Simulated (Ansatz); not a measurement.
# [BNH4]− (SMILES [BH2-]N): UPBE0/STO-3G

Aim: the vertical ionisation energy of [BNH4]− at UPBE0/STO-3G, from 2 runs. 

The results are computed with Ansatz 0.2.0.

## (1) The system as given

[BNH4]− has 6 atoms, charge -1, and is taken as a doublet. As SMILES, `[BH2-]N`. The coordinates come from a GFN2-xTB relaxation.

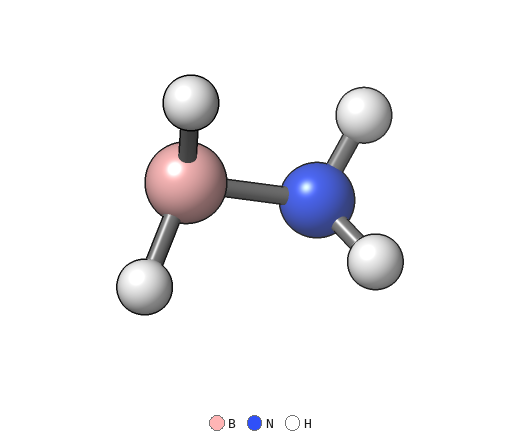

The structure, seen from a chosen angle (boron pink, nitrogen blue, hydrogen white).

## (2) The energy at UPBE0/STO-3G

in.yaml

```yaml
crystal:
  periodic: [false, false, false]
  atoms:
    - {symbol: B, position_ang: [-0.409200, -0.684370, 0.181230]}
    - {symbol: N, position_ang: [-0.175110, 0.868880, 0.098520]}
    - {symbol: H, position_ang: [0.620240, -1.323070, 0.573900]}
    - {symbol: H, position_ang: [-0.807710, -1.131940, -0.915350]}
    - {symbol: H, position_ang: [0.296220, 1.134010, -0.776380]}
    - {symbol: H, position_ang: [0.475560, 1.136490, 0.838070]}
basis:
  gaussian: {orbitals: STO-3G}
total_charge: -1
hamiltonian: {xc: {name: PBE0}}
accuracy: high
magnetization: {spin_polarized: true, initial_magnetization: 1}
```

Run with:

```sh
$ ansatz run in.yaml --threads 1 --pin off --max-ram 2610MiB --events-out events.jsonl --progress --plain --runs-dir runs
```

What it wrote:

```text
Warning: RAYON_NUM_THREADS=1 ignored (pool sized by the plan → 1); use --threads N
Functional definition: PBE0
  name "PBE0"
  parameter a = 0.25
  parameter kappa = 0.804
  parameter beta = 0.06672455060314922
  exchange = (1 - a)*pbe_x(kappa = kappa, mu = beta*pi^2/3) + a*exact_x
  correlation = pbe_c(beta = beta)
230 factors; integrals over basis functions are off by at most 1.1e-8 eV
mean field evaluation 1: about -2193.5545 eV, gradient 1.1e1 eV
mean field evaluation 2: about -2194.3289 eV, gradient 7.4e0 eV
mean field evaluation 4: about -2194.6594 eV, gradient 2.3e-1 eV
mean field evaluation 8: about -2194.6376 eV, gradient 3.0e-3 eV
mean field evaluation 16: about -2194.6376 eV, gradient 2.5e-7 eV
mean field -2194.63760429 eV, -80.6514443789 hartree, gradient 3.4e-8 eV, S^2 0.752304; 0 other end points of the search recorded, 0 dependent functions left out
reference -2194.63760561 eV, -80.6514444274 hartree; 9, 8 occupied and 5, 6 virtual orbitals, 230 factors
Total energy: -2194.63760561 eV, -80.6514444274 hartree
```

It took 1.2 s on 1 thread of Arm Neoverse V2, shared host; peak memory 0.12 GiB.

## (3) Singlet neutral BNH4 at the same level

molecule.yaml

```yaml
crystal:
  periodic: [false, false, false]
  atoms:
    - {symbol: B, position_ang: [-0.409200, -0.684370, 0.181230]}
    - {symbol: N, position_ang: [-0.175110, 0.868880, 0.098520]}
    - {symbol: H, position_ang: [0.620240, -1.323070, 0.573900]}
    - {symbol: H, position_ang: [-0.807710, -1.131940, -0.915350]}
    - {symbol: H, position_ang: [0.296220, 1.134010, -0.776380]}
    - {symbol: H, position_ang: [0.475560, 1.136490, 0.838070]}
basis:
  gaussian: {orbitals: STO-3G}
accuracy: high
hamiltonian: {xc: {name: PBE0}}
```

Run with:

```sh
$ ansatz run molecule.yaml --threads 1 --pin off --max-ram 2610MiB --events-out events.jsonl --progress --plain --runs-dir runs
```

What it wrote, cut to the lines that bear on the results:

```text
Warning: RAYON_NUM_THREADS=1 ignored (pool sized by the plan → 1); use --threads N
[... 7 set-up lines as earlier in the session ...]
230 factors; integrals over basis functions are off by at most 1.1e-8 eV
mean field evaluation 1: about -2197.7552 eV, gradient 1.7e1 eV
mean field evaluation 2: about -2194.3368 eV, gradient 3.9e1 eV
mean field evaluation 4: about -2198.8238 eV, gradient 2.8e-1 eV
mean field evaluation 8: about -2198.7799 eV, gradient 1.6e-3 eV
mean field evaluation 16: about -2198.7799 eV, gradient 2.4e-8 eV
mean field -2198.77993025 eV, -80.8036720500 hartree, gradient 2.4e-8 eV, S^2 0.000000; 0 other end points of the search recorded, 0 dependent functions left out
reference -2198.77993163 eV, -80.8036721010 hartree; 8, 8 occupied and 6, 6 virtual orbitals, 230 factors
Total energy: -2198.77993163 eV, -80.8036721010 hartree
```

Run time: 0.66 s. Hardware: 1 thread of Arm Neoverse V2, shared host.

## (4) What came out

Level: UPBE0/STO-3G.

```
                                           quantity         value
                      doublet [BNH4]−: total energy  -80.65144 Eh
                              doublet [BNH4]−: ⟨S²⟩         0.752
                 singlet neutral BNH4: total energy  -80.80367 Eh
vertical detachment energy (to the singlet neutral)     -4.142 eV
```

What this shows: The species is unbound against losing an electron at this level, by 4.14 eV (−96 kcal/mol); missing correlation or diffuse functions can give that sign where the real anion is bound. Only the singlet of the ionised species was computed; a triplet could lie lower. In a minimal basis such a difference can be off by several eV, whatever the method.
